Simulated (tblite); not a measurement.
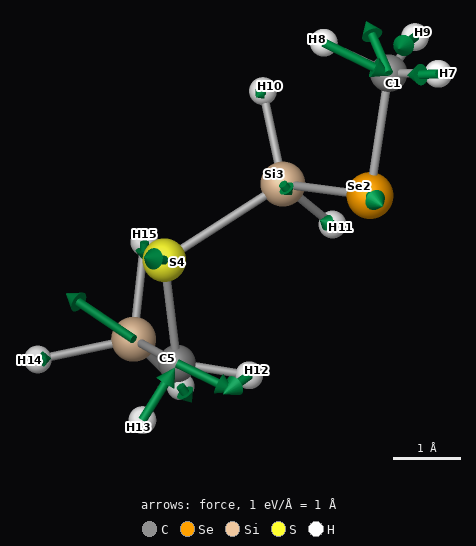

Starting geometry of C2H10SSeSi2 with the computed forces as green arrows. A ball-and-stick model, seen from a free direction.

All numbers below come from tblite, GFN2-xTB geometry optimisation, gas phase. 

### Is this structure relaxed? If not, where do the atoms go?

It isn't relaxed: the largest force vector, on a Si atom, is 1.44 eV/Å. The final displacements have little in common with the starting forces (cosine between the two patterns 0.06). An H atom moves most after the best rigid fit: 2.57 Å. Largest moves by element: H 2.57 Å, Si 1.32 Å, C 1.09 Å, Se 0.98 Å, S 0.92 Å. Near-neighbour distances that change, for instance: C–Si 1.862 → 1.905 Å, C–H 1.118 → 1.086 Å, S–Si 2.152 → 2.132 Å, H–Si 1.483 → 1.465 Å. Bond angles that change, for instance: C–Se–Si 105.6° → 95.2°, S–C–H 112.2° → 104.6°, S–Si–H 112.0° → 105.6°. Groups turn about S–Si by about 80°, Se–Si by about 55°, C–Si by about 30°. Over 229 geometry steps the energy falls by 11.3 kcal/mol.
